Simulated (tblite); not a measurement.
**C4H8N2O2Si: saddle-point search**

- system: C4H8N2O2Si
- method: GFN2-xTB saddle search (eigenvector following) and harmonic vibrations, gas phase (tblite 0.8.0)

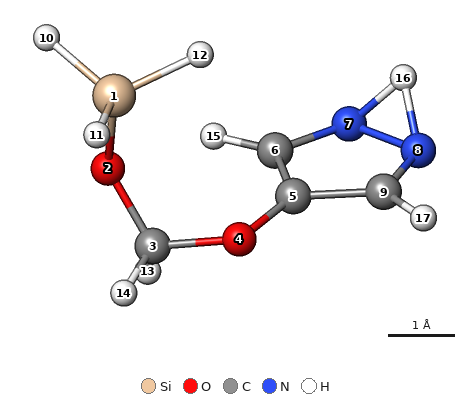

Fig. 1: The starting structure (ball-and-stick view, seen at a tilt; atoms are numbered from 1 in the order of the input).

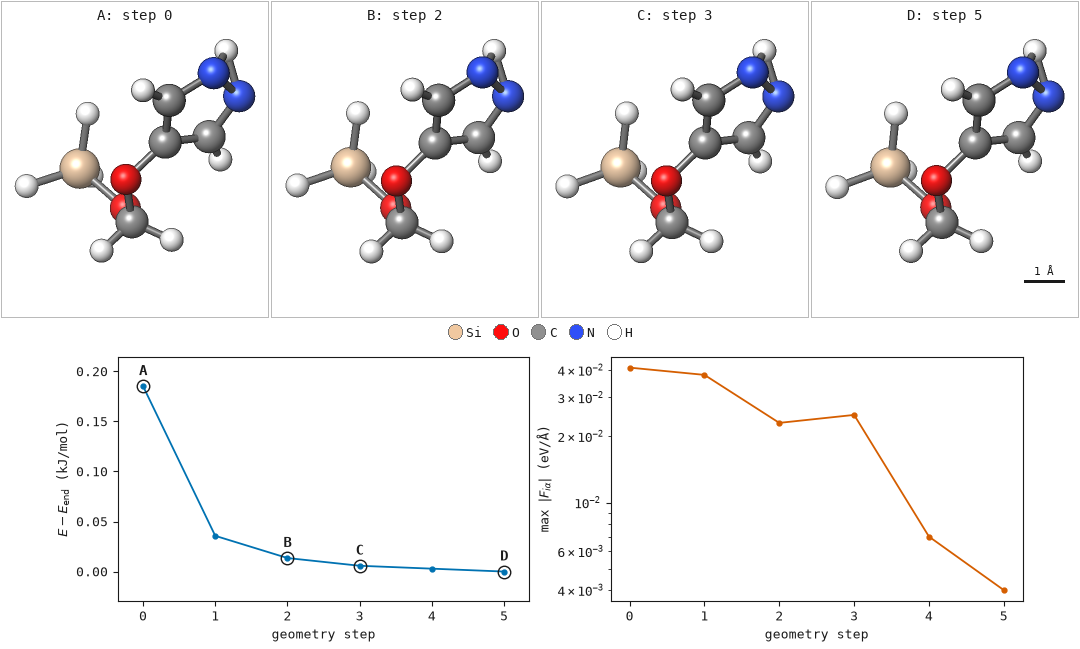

Fig. 2: Frames of the saddle-point search (ball-and-stick view, seen at a tilt) above the curves, on which the letters mark them (steps are counted from 0).

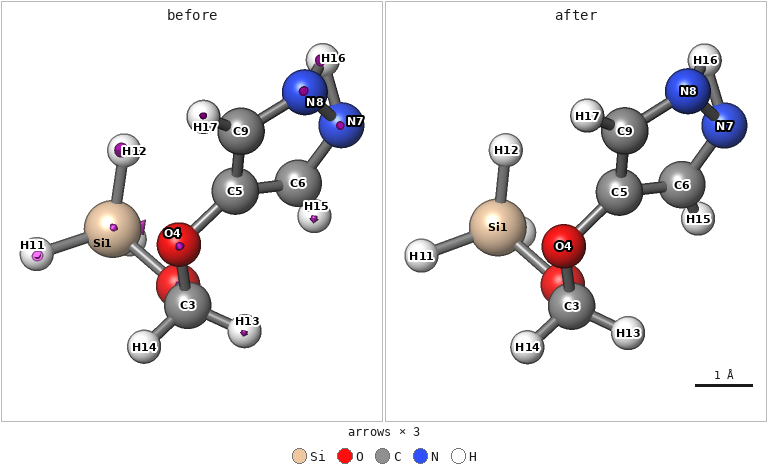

Fig. 3: Before (left) and after (right) the saddle-point search, at one scale (ball-and-stick view, seen at a tilt). The pink arrows give the displacements, magnified 3 times. The atom that moves furthest after the best rigid fit is H10 (0.16 Å). Largest moves by element: H 0.16 Å, N 0.06 Å, O 0.05 Å, Si 0.04 Å, C 0.03 Å. Among the contacts that change: N8–H16 1.198 → 1.193 Å. Over 5 geometry steps the energy falls by 0.19 kJ/mol. The largest force component goes from 0.041 to 0.004 eV/Å. (Atoms are counted from 1 in the order of the input.)

These pictures come from the run below.

**The input**
```
{"job": {"xc": "GFN2-xTB", "basis": "xTB", "kind": "saddle"}, "charge": 0, "multiplicity": 1}
Si     2.321790     0.918411     0.587837
O      1.725049    -0.595148     0.728239
C      1.158628    -1.340120    -0.281317
O      0.310601    -0.612171    -1.110003
C     -0.874752    -0.219481    -0.558998
C     -1.345422    -0.330376     0.747158
N     -2.606458     0.104598     0.810608
N     -2.968011     0.551950    -0.482583
C     -1.913803     0.376114    -1.275208
H      2.862627     1.039648     1.930776
H      3.314277     0.988846    -0.485154
H      1.259062     1.888845     0.310646
H      0.625547    -2.182857     0.186116
H      1.939843    -1.726824    -0.949587
H     -0.852422    -0.699000     1.624369
H     -3.011161     1.193207     0.528164
H     -1.945394     0.644361    -2.311063
```

The first line tells a small driver script what to run in tblite; the rest is the geometry in Å.

Run as:
```bash
OMP_NUM_THREADS=1 python <driver script> task.json out
```

**Output**
```
step      E/eV     max force
  0    -770.65670   0.0548
  1    -770.65825   0.0410
  2    -770.65848   0.0241
  3    -770.65856   0.0263
  4    -770.65859   0.0081
  5    -770.65862   0.0041
lowest wavenumbers (cm-1): -1578.6 44.3 58.7 79.0 142.9 163.3
```

**Trajectory as extended XYZ (Å, eV, eV/Å), 6 frames, from step=0 to step=5**
```
17
Properties=species:S:1:pos:R:3:forces:R:3 step=0 energy=-770.65670
Si    2.3218    0.9184    0.5878   -0.0030   0.0030   0.0000
O     1.7250   -0.5951    0.7282   -0.0100   0.0070  -0.0030
C     1.1586   -1.3401   -0.2813    0.0020  -0.0040   0.0000
O     0.3106   -0.6122   -1.1100   -0.0030  -0.0090   0.0050
C    -0.8748   -0.2195   -0.5590   -0.0010   0.0000   0.0040
C    -1.3454   -0.3304    0.7472    0.0010   0.0390   0.0060
N    -2.6065    0.1046    0.8106   -0.0050   0.0020  -0.0060
N    -2.9680    0.5520   -0.4826    0.0080   0.0240  -0.0100
C    -1.9138    0.3761   -1.2752   -0.0030  -0.0370  -0.0180
H     2.8626    1.0396    1.9308   -0.0060   0.0000   0.0010
H     3.3143    0.9888   -0.4852    0.0010   0.0010   0.0040
H     1.2591    1.8888    0.3106   -0.0030   0.0020  -0.0040
H     0.6255   -2.1829    0.1861   -0.0050   0.0000  -0.0020
H     1.9398   -1.7268   -0.9496    0.0050  -0.0040  -0.0020
H    -0.8524   -0.6990    1.6244   -0.0010  -0.0030  -0.0100
H    -3.0112    1.1932    0.5282    0.0190  -0.0310   0.0410
H    -1.9454    0.6444   -2.3111    0.0050   0.0120  -0.0070
17
Properties=species:S:1:pos:R:3:forces:R:3 step=1 energy=-770.65825
Si    2.2960    0.9228    0.5820    0.0100   0.0220   0.0080
O     1.7062   -0.5935    0.7203   -0.0060   0.0000  -0.0060
C     1.1595   -1.3510   -0.2910    0.0020   0.0000   0.0010
O     0.3032   -0.6387   -1.1250   -0.0040  -0.0030   0.0080
C    -0.8722   -0.2310   -0.5632   -0.0070   0.0030  -0.0010
C    -1.3309   -0.3386    0.7479   -0.0080   0.0180   0.0020
N    -2.5841    0.1146    0.8264    0.0070  -0.0010  -0.0050
N    -2.9518    0.5745   -0.4610    0.0170   0.0050  -0.0060
C    -1.9089    0.3833   -1.2664   -0.0030  -0.0150  -0.0010
H     2.7693    1.0702    1.9497   -0.0150  -0.0040  -0.0380
H     3.3396    0.9815   -0.4445   -0.0220   0.0010   0.0240
H     1.2410    1.8823    0.2366    0.0220  -0.0180   0.0060
H     0.6370   -2.2010    0.1759    0.0000   0.0030  -0.0010
H     1.9501   -1.7270   -0.9544   -0.0010   0.0000   0.0010
H    -0.8344   -0.7193    1.6178   -0.0030   0.0000  -0.0060
H    -2.9732    1.2122    0.5493    0.0090  -0.0140   0.0160
H    -1.9463    0.6586   -2.3004    0.0020   0.0040  -0.0010
17
Properties=species:S:1:pos:R:3:forces:R:3 step=2 energy=-770.65848
Si    2.2677    0.9271    0.5778   -0.0060  -0.0140   0.0010
O     1.7030   -0.5989    0.7164    0.0010   0.0060  -0.0020
C     1.1620   -1.3652   -0.2911    0.0010   0.0050   0.0000
O     0.3038   -0.6616   -1.1305   -0.0090   0.0020   0.0080
C    -0.8652   -0.2399   -0.5654   -0.0110   0.0050  -0.0070
C    -1.3213   -0.3443    0.7469   -0.0150   0.0050   0.0010
N    -2.5673    0.1264    0.8309    0.0140  -0.0030  -0.0010
N    -2.9322    0.5968   -0.4538    0.0230  -0.0070  -0.0010
C    -1.8948    0.3915   -1.2637   -0.0010  -0.0020   0.0080
H     2.7374    1.0825    1.9433    0.0010  -0.0010   0.0080
H     3.3081    1.0042   -0.4472    0.0100   0.0010  -0.0080
H     1.1995    1.8696    0.2338   -0.0050   0.0050  -0.0030
H     0.6425   -2.2149    0.1798    0.0000   0.0010   0.0000
H     1.9554   -1.7417   -0.9508    0.0000   0.0010   0.0000
H    -0.8278   -0.7356    1.6137   -0.0050   0.0020  -0.0040
H    -2.9402    1.2317    0.5564    0.0020  -0.0050  -0.0010
H    -1.9308    0.6722   -2.2963    0.0010  -0.0010   0.0010
17
Properties=species:S:1:pos:R:3:forces:R:3 step=3 energy=-770.65856
Si    2.2731    0.9273    0.5752    0.0080   0.0170   0.0060
O     1.6993   -0.5946    0.7154   -0.0020  -0.0040  -0.0010
C     1.1612   -1.3618   -0.2929    0.0000   0.0000   0.0000
O     0.3004   -0.6601   -1.1311    0.0010  -0.0010   0.0000
C    -0.8683   -0.2402   -0.5645   -0.0020   0.0010  -0.0020
C    -1.3238   -0.3481    0.7478   -0.0010   0.0000   0.0000
N    -2.5695    0.1219    0.8334   -0.0010   0.0010   0.0000
N    -2.9348    0.5955   -0.4499    0.0010  -0.0010   0.0030
C    -1.8980    0.3926   -1.2607    0.0020  -0.0010   0.0000
H     2.7182    1.0902    1.9498   -0.0080  -0.0020  -0.0250
H     3.3336    0.9907   -0.4324   -0.0130   0.0000   0.0140
H     1.2152    1.8730    0.2036    0.0160  -0.0120   0.0050
H     0.6446   -2.2136    0.1773    0.0010   0.0010   0.0000
H     1.9556   -1.7350   -0.9534   -0.0010   0.0010   0.0000
H    -0.8300   -0.7414    1.6135   -0.0010   0.0010  -0.0020
H    -2.9424    1.2276    0.5616    0.0000  -0.0010   0.0000
H    -1.9344    0.6760   -2.2926    0.0000  -0.0010   0.0010
17
Properties=species:S:1:pos:R:3:forces:R:3 step=4 energy=-770.65859
Si    2.2876    0.9266    0.5768    0.0000  -0.0040  -0.0070
O     1.6943   -0.5882    0.7172    0.0010   0.0000  -0.0040
C     1.1592   -1.3539   -0.2940    0.0010   0.0000   0.0000
O     0.2973   -0.6521   -1.1309    0.0010   0.0000   0.0020
C    -0.8735   -0.2379   -0.5644    0.0010   0.0000   0.0010
C    -1.3284   -0.3477    0.7479    0.0010   0.0000   0.0000
N    -2.5768    0.1151    0.8335    0.0020  -0.0010  -0.0010
N    -2.9449    0.5858   -0.4500    0.0010   0.0000  -0.0030
C    -1.9069    0.3884   -1.2609   -0.0020   0.0010   0.0010
H     2.7230    1.0887    1.9530    0.0010   0.0020   0.0070
H     3.3578    0.9724   -0.4203   -0.0020   0.0000   0.0020
H     1.2460    1.8831    0.1918   -0.0010  -0.0010   0.0000
H     0.6442   -2.2081    0.1736    0.0000   0.0010   0.0000
H     1.9549   -1.7234   -0.9549   -0.0020   0.0000   0.0010
H    -0.8324   -0.7379    1.6136    0.0010   0.0000   0.0010
H    -2.9564    1.2183    0.5612    0.0000   0.0010   0.0000
H    -1.9451    0.6708   -2.2930    0.0000   0.0000   0.0000
17
Properties=species:S:1:pos:R:3:forces:R:3 step=5 energy=-770.65862
Si    2.2817    0.9264    0.5764    0.0020   0.0010   0.0020
O     1.6969   -0.5916    0.7154    0.0010   0.0000   0.0010
C     1.1600   -1.3572   -0.2947    0.0000  -0.0010   0.0000
O     0.2985   -0.6547   -1.1314    0.0000   0.0000  -0.0010
C    -0.8713   -0.2384   -0.5644    0.0010  -0.0010   0.0010
C    -1.3256   -0.3467    0.7482    0.0010   0.0000   0.0000
N    -2.5730    0.1185    0.8343    0.0000   0.0000   0.0000
N    -2.9410    0.5892   -0.4493   -0.0010   0.0010  -0.0010
C    -1.9039    0.3895   -1.2606   -0.0010   0.0010   0.0000
H     2.7167    1.0899    1.9531   -0.0010   0.0000  -0.0040
H     3.3506    0.9798   -0.4216   -0.0010   0.0000   0.0010
H     1.2341    1.8774    0.1938    0.0010  -0.0010   0.0000
H     0.6442   -2.2103    0.1738    0.0000   0.0000   0.0000
H     1.9547   -1.7282   -0.9559    0.0000   0.0000   0.0000
H    -0.8297   -0.7372    1.6139    0.0010   0.0000   0.0010
H    -2.9506    1.2222    0.5617    0.0000   0.0000   0.0000
H    -1.9422    0.6714   -2.2928    0.0000   0.0000   0.0000
```

**Summary**

```json
{"quantity": "outcome", "value": "converged"}
{"quantity": "total energy", "value": "−770.6586 eV"}
{"quantity": "point group", "value": "C1"}
{"quantity": "hardware", "value": "1 CPU thread, shared host"}
{"quantity": "wall time", "value": "2.3 s"}
{"quantity": "peak memory", "value": "0.19 GiB"}
```
